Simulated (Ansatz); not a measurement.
# Cu(111) film, 5 layers, adrow: surface scattering, part 2 of 2

Wanted: the relaxed structure and the transmission of Cu(111) film, 5 layers, adrow.

Ansatz 0.2.0; Ansatz plane-wave DFT, PBE, PAW files; relaxation of the atoms about the surface defect; PAW set soft_1 (the session's first sound run).

So far: The starting structure; Relaxing about the defect.

## Step 2: Relaxing about the defect (continued)

Step by step:

```csv
step,energy less that of the first step (eV),largest force component (eV/Å)
1,0.0000,0.7515
2,-0.0566,0.4401
3,-0.0508,0.3991
4,-0.0805,0.1402
5,-0.0828,0.0073
6,-0.0828,0.0073
```

Relaxation step 3 was tried and not accepted.

The run keeps the 2 symmetry operations that it works with, so distortions that break them were not tested.

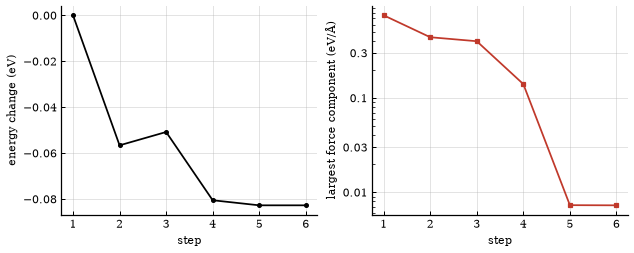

Energy and largest force along the relaxation.

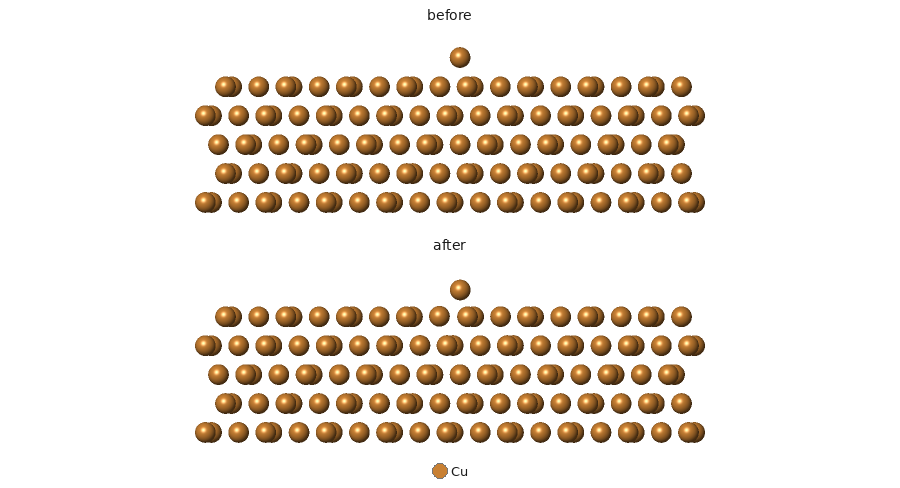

Before and after, at one scale.

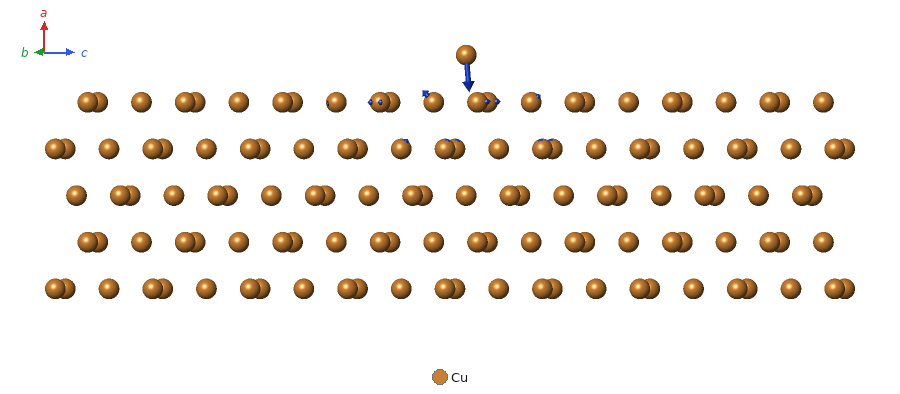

Displacements in the relaxation, exaggerated; the longest in the cell stands for 0.18 Å. Some periodic images of atoms are drawn too.

The atoms that moved most (Å):

```csv
atom,dx,dy,dz,length
Cu81,-0.177,0.000,0.014,0.178
Cu40,0.038,0.000,-0.036,0.052
Cu49,0.003,0.000,0.032,0.032
Cu39,0.000,0.000,-0.026,0.026
Cu50,0.015,0.000,0.018,0.023
Cu38,0.019,0.000,0.013,0.023
Cu47,0.014,0.000,0.004,0.015
Cu57,0.013,0.000,-0.003,0.013
```

Numbers from this step:

- free energy: -536624.8055 eV
- energy at zero smearing: -536624.3278 eV
- Fermi energy: 5.690 eV

The largest force component on a free atom ends at 0.0073 eV/Å, under the tolerance of 0.03, after 6 steps.

## Step 3: Transmission along the film

The film far from the defect is the lead. The first vector holds vacuum and takes one k-point. Energies from -0.05 to 0.05 eV in steps of 0.05 eV are too few for the program's thermal sum, so it prints no conductance; for a metal the transmission near the Fermi level serves, at a fraction of the cost.

This step: Ansatz plane-wave DFT, PBE, PAW files; ballistic transport by layer matching (Landauer), zero bias; PAW set soft_1 (Ansatz 0.2.0).

input.yaml

```yaml
crystal:
  lattice:
    - [21.4354906455, 0.0, 0.0]
    - [0.0, 2.5561627297, 0.0]
    - [0.0, 0.0, 35.4192297623]
  atoms:
    - { symbol: Cu, position: [0.2099322136, 0.0, 0.0] }
    - { symbol: Cu, position: [0.2099322136, 0.5, 0.0625] }
    - { symbol: Cu, position: [0.3072986869, 0.0, 0.0416666667] }
    - { symbol: Cu, position: [0.3072986869, 0.5, 0.1041666667] }
    - { symbol: Cu, position: [0.4046651603, 0.0, 0.0833333333] }
    - { symbol: Cu, position: [0.4046651603, 0.5, 0.0208333333] }
    - { symbol: Cu, position: [0.5020316337, 0.0, 0.0] }
    - { symbol: Cu, position: [0.5020316337, 0.5, 0.0625] }
    - { symbol: Cu, position: [0.599398107, 0.0, 0.0416666667] }
    - { symbol: Cu, position: [0.599398107, 0.5, 0.1041666667] }
    - { symbol: Cu, position: [0.2099322136, 0.0, 0.125] }
    - { symbol: Cu, position: [0.2099322136, 0.5, 0.1875] }
    - { symbol: Cu, position: [0.3072986869, 0.0, 0.1666666667] }
    - { symbol: Cu, position: [0.3072986869, 0.5, 0.2291666667] }
    - { symbol: Cu, position: [0.4046651603, 0.0, 0.2083333333] }
    - { symbol: Cu, position: [0.4046651603, 0.5, 0.1458333333] }
    - { symbol: Cu, position: [0.5020316337, 0.0, 0.125] }
    - { symbol: Cu, position: [0.5020316337, 0.5, 0.1875] }
    - { symbol: Cu, position: [0.599398107, 0.0, 0.1666666667] }
    - { symbol: Cu, position: [0.599398107, 0.5, 0.2291666667] }
    - { symbol: Cu, position: [0.2099322136, 0.0, 0.25] }
    - { symbol: Cu, position: [0.2099322136, 0.5, 0.3125] }
    - { symbol: Cu, position: [0.3072986869, 0.0, 0.2916666667] }
    - { symbol: Cu, position: [0.3072986869, 0.5, 0.3541666667] }
    - { symbol: Cu, position: [0.4046651603, 0.0, 0.3333333333] }
    - { symbol: Cu, position: [0.4046651603, 0.5, 0.2708333333] }
    - { symbol: Cu, position: [0.5020316337, 0.0, 0.25] }
    - { symbol: Cu, position: [0.5020316337, 0.5, 0.3125] }
    - { symbol: Cu, position: [0.599398107, 0.0, 0.2916666667] }
    - { symbol: Cu, position: [0.5993029412, 0.5, 0.3538057234] }
    - { symbol: Cu, position: [0.2099322136, 0.0, 0.375] }
    - { symbol: Cu, position: [0.2099322136, 0.5, 0.4375] }
    - { symbol: Cu, position: [0.3072986869, 0.0, 0.4166666667] }
    - { symbol: Cu, position: [0.3072986869, 0.5, 0.4791666667] }
    - { symbol: Cu, position: [0.4046651603, 0.0, 0.4583333333] }
    - { symbol: Cu, position: [0.4046651603, 0.5, 0.3958333333] }
    - { symbol: Cu, position: [0.5022359455, 0.0, 0.3750563019] }
    - { symbol: Cu, position: [0.5029291413, 0.5, 0.4378584696] }
    - { symbol: Cu, position: [0.5993926148, 0.0, 0.4159230804] }
    - { symbol: Cu, position: [0.6011602493, 0.5, 0.4781570154] }
    - { symbol: Cu, position: [0.2099322136, 0.0, 0.5] }
    - { symbol: Cu, position: [0.2099322136, 0.5, 0.5625] }
    - { symbol: Cu, position: [0.3072986869, 0.0, 0.5416666667] }
    - { symbol: Cu, position: [0.3072986869, 0.5, 0.6041666667] }
    - { symbol: Cu, position: [0.4046651603, 0.0, 0.5833333333] }
    - { symbol: Cu, position: [0.4046651603, 0.5, 0.5208333333] }
    - { symbol: Cu, position: [0.5026996338, 0.0, 0.5001254284] }
    - { symbol: Cu, position: [0.5023733965, 0.5, 0.5624677965] }
    - { symbol: Cu, position: [0.5995149926, 0.0, 0.542567332] }
    - { symbol: Cu, position: [0.600090705, 0.5, 0.6046781724] }
    - { symbol: Cu, position: [0.2099322136, 0.0, 0.625] }
    - { symbol: Cu, position: [0.2099322136, 0.5, 0.6875] }
    - { symbol: Cu, position: [0.3072986869, 0.0, 0.6666666667] }
    - { symbol: Cu, position: [0.3072986869, 0.5, 0.7291666667] }
    - { symbol: Cu, position: [0.4046651603, 0.0, 0.7083333333] }
    - { symbol: Cu, position: [0.4046651603, 0.5, 0.6458333333] }
    - { symbol: Cu, position: [0.5026283992, 0.0, 0.6249126179] }
    - { symbol: Cu, position: [0.5020316337, 0.5, 0.6875] }
    - { symbol: Cu, position: [0.599398107, 0.0, 0.6666666667] }
    - { symbol: Cu, position: [0.599398107, 0.5, 0.7291666667] }
    - { symbol: Cu, position: [0.2099322136, 0.0, 0.75] }
    - { symbol: Cu, position: [0.2099322136, 0.5, 0.8125] }
    - { symbol: Cu, position: [0.3072986869, 0.0, 0.7916666667] }
    - { symbol: Cu, position: [0.3072986869, 0.5, 0.8541666667] }
    - { symbol: Cu, position: [0.4046651603, 0.0, 0.8333333333] }
    - { symbol: Cu, position: [0.4046651603, 0.5, 0.7708333333] }
    - { symbol: Cu, position: [0.5020316337, 0.0, 0.75] }
    - { symbol: Cu, position: [0.5020316337, 0.5, 0.8125] }
    - { symbol: Cu, position: [0.599398107, 0.0, 0.7916666667] }
    - { symbol: Cu, position: [0.599398107, 0.5, 0.8541666667] }
    - { symbol: Cu, position: [0.2099322136, 0.0, 0.875] }
    - { symbol: Cu, position: [0.2099322136, 0.5, 0.9375] }
    - { symbol: Cu, position: [0.3072986869, 0.0, 0.9166666667] }
    - { symbol: Cu, position: [0.3072986869, 0.5, 0.9791666667] }
    - { symbol: Cu, position: [0.4046651603, 0.0, 0.9583333333] }
    - { symbol: Cu, position: [0.4046651603, 0.5, 0.8958333333] }
    - { symbol: Cu, position: [0.5020316337, 0.0, 0.875] }
    - { symbol: Cu, position: [0.5020316337, 0.5, 0.9375] }
    - { symbol: Cu, position: [0.599398107, 0.0, 0.9166666667] }
    - { symbol: Cu, position: [0.599398107, 0.5, 0.9791666667] }
    - { symbol: Cu, position: [0.6897524814, 0.5, 0.5212426156] }
kpoints:
  mp_grid: { grid: [1, 12, 1] }
hamiltonian:
  xc: pbe
  pseudopotentials: { kind: paw, azcp: { folder: soft_1 } }
scf:
  occupations: { method: fermi_dirac, width: 0.1 }
output:
  transmission:
    leads: [[0, 10]]
    kmesh: [1, 24]
    e_range: [-0.05, 0.05]
    de: 0.05
  write_potential: true
  write_density: true
  volumetric_format: npy
  elf: true
```

Command:

```
ansatz run input.yaml --threads 8 --pin off --max-ram 15360MiB --backend cpu --events-out ev --progress --plain --runs-dir out
```

Numbers of over 12 decimals in the logs are rounded to 6 here.

The program printed:

```text
[...]
Crystal: 81 atoms, lattice volume = 1940.712 Å³
Basis set: ecut = 420 eV, 38121 PW (Γ)
Bands: 924, of which v1, the nominal top of the filled ones, is band 770 counted from 1 (769 counted from 0)
Symmetry: 2 space group operations
[...]
k-points: 7 of 12
[...]
SCF iter   1: F=—  HF=-536692.879513 eV  |F-HF|=—  |Δ(HF+E_count)|=         —  Δρ=1.82e-1  dr2=3.89e2  ethr=3.10e-3  ⟨swp⟩=6.0  Hψ=24766  notcnv=0  defer=315
[...]
SCF iter  15: F=-536624.731169 eV  HF=-536624.731169 eV  |F-HF|=4.07e-9  |Δ(HF+E_count)|=   1.90e-7  Δρ=9.55e-7  dr2=2.68e-8  ethr=6.50e-12  ⟨swp⟩=13.7  Hψ=30548  notcnv=0
SCF 1 converged in 15 iterations: F = -536624.731169 eV  dr2 = 2.68e-8
[...]
transmission: 96 of 858 steps passed
transmission: 180 of 858 steps passed
[...]
transmission: 858 of 858 steps passed
WARN: The input density's exchange-correlation potential varies sharply where the density is thin. Do not read a vacuum level from v_tot or v_xc, or from such a field of the output density. On a cell that repeats whose density bears no net charge and no dipole along the vacuum's axis use v_es (v_loc + v_h of the components); under efield.dipole_correction with no amplitude use v_es + v_field, which holds any external [...]
SCF converged after 15 iterations
the last check of whether an eigenvalue changes by more than its tolerance under the output density was not made (no_room)
Free energy (F): -536624.731169 eV
[...]
Internal energy: -536623.832230 eV  (E = F + TS)
E sigma→0 (E₀):  -536624.281699 eV
Entropy (-TS):   -0.898939 eV (-11.098 meV/atom)
Fermi energy:    5.695463 eV
[...]
--- Band table (eV; the first three rows and the last of 7) ---
  k-point 0: bands = [... 766 lower, 4.3527, 4.3689, 4.3823, 4.3932, 4.3965, 4.4441, 4.6699, 4.6779, ... 150 higher]
  k-point 1: bands = [... 766 lower, 4.4658, 4.5400, 4.5801, 4.6382, 4.6574, 4.6802, 4.8004, 4.8580, ... 150 higher]
  k-point 2: bands = [... 766 lower, 4.9539, 4.9561, 5.0395, 5.0553, 5.0800, 5.2060, 5.2223, 5.2751, ... 150 higher]
  k-point 6: bands = [... 766 lower, 6.6562, 6.6788, 6.6789, 6.7161, 6.7270, 6.7478, 6.7481, 6.7559, ... 150 higher]
--- Transmission ---
  basis      : 487 plane waves across, 66 finite elements along
  points     : 13, standing for a mesh of 1 x 24
  energies   : 3 from -0.050000 to 0.050000 eV about the Fermi level, 0.050000 eV apart; the leads are filled to 0.000000 eV, and channels, transmission and decay are at 0.000000 eV
  crystal 0  : Cu10, at the sites [0, 10], period 4.4274 Å, over 25.68 Å; its Hamiltonian steps by up to 5.8 meV
    offset         : up to 0.0000 Å between an atom of the period and one for which it stands
    channels       : 3.791667e0 a spin
    conductance    : none, the energies end too early or step too widely for 300 K: set another output.transmission.e_range or a lower de, or, where they end at an eighth of basis.ecutwfc, a higher one
    slowest decay  : 0.2448 /Å at (0.0000, 0.5000)
  junction   : crystal 0 to crystal 0, -0.04 to 30.95 Å
    transmission   : 3.292716e0 a spin
[...]
```

Elapsed: 19 min, on 8 threads of Intel Xeon at 2.70GHz, shared host; peak memory 11 GiB; 2.1 h of CPU time.

Reading the cycles: dr2 is the Hartree energy of the density residual (eV), the measure of convergence; HF is the Harris–Foulkes estimate of the energy, which meets the free energy F at convergence.

This step gave:

```yaml
free_energy: -536624.7312 eV
energy_at_zero_smearing: -536624.2817 eV
fermi_energy: 5.695 eV
cell_area: 54.79 Å²
transmission_per_spin_nearest_the_fermi_level: 3.293
open_channels_per_spin_nearest_the_fermi_level: 3.792
step_of_the_lead_s_potential: 5.8 meV
```

Per spin. Transmission, zone mean against energy, zero at the Fermi level:

```csv
energy (eV),"transmission, zone mean"
-0.0500,3.29
0.0000,3.29
0.0500,3.31
```

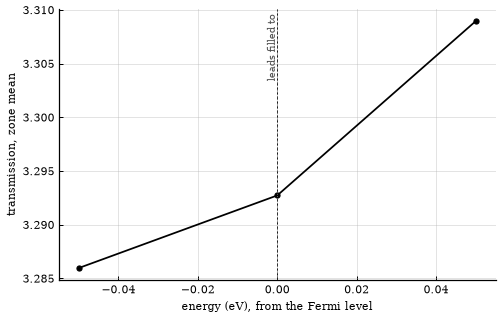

Transmission, zone mean, plotted against energy.

Per spin. Table of open channels, zone mean, lead by energy, zero at the Fermi level:

```csv
energy (eV),"open channels, zone mean, lead"
-0.0500,3.79
0.0000,3.79
0.0500,3.88
```

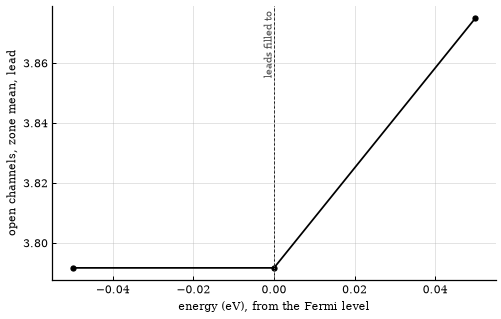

Open channels, zone mean, lead against energy.

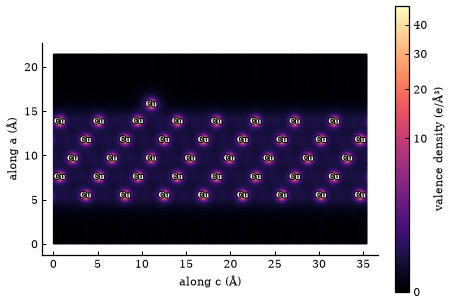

Valence density in the ca plane at fractional y = 0.500, with atoms of Cu within 0.2 Å of it. It is the smooth field of the valence electrons, not physical close to the nuclei. The map starts off the cell's origin, so that atoms lie inside it. The colour scale is stretched toward low values.

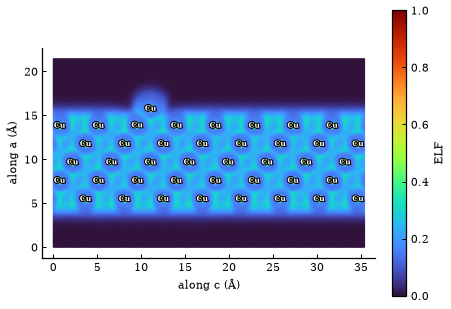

ELF in the ca plane at fractional y = 0.500, with atoms of Cu within 0.2 Å of it. It is the smooth field of the valence electrons, not physical close to the nuclei. The map starts off the cell's origin, so that atoms lie inside it.

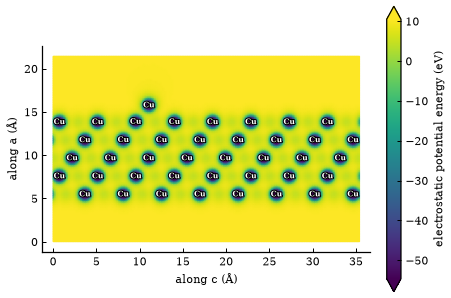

Electrostatic potential energy in the ca plane at fractional y = 0.500, with atoms of Cu within 0.2 Å of it. With pseudopotentials it is smooth inside the atoms' cores, unlike the true potential. The map starts off the cell's origin, so that atoms lie inside it.

Over the solved energies the transmission per spin lies between 3.29 and 3.31, out of 3.82 channels of the lead on average (up to 3.88).

## Step 4: Share that passes

This step: Ansatz plane-wave DFT, PBE, PAW files; ballistic transport by layer matching (Landauer), zero bias; share of the film's channels that pass the defect (the area holds the vacuum); PAW set soft_1 (Ansatz 0.2.0).

Numbers from this step:

- T over the leads' mean channel count: 0.8629

Averaged over the energies near the Fermi level, 86.3 % of the channels pass.

## Step 5: Results

```yaml
share_of_the_film_s_channels_that_pass: 0.863
```

86 % of the film's channels pass the defect. The film is 5 layers thick, so the defect disturbs a good part of its section. It runs straight across the current without end, so the wavevector along it is kept. Only atoms near the defect are relaxed, while the rest of the face keeps bulk spacings, so part of the reflection may come from that relaxed patch.

[Logs are printed without paths, hosts, clocks, repeated set-up lines and the standing remarks that a program may print on its own settings, such as how far it seeks lower states.]

[Hosts, paths, dates, database ids (printed as entryN), source tags and the programs' standing remarks are cut or masked in the printed files.]
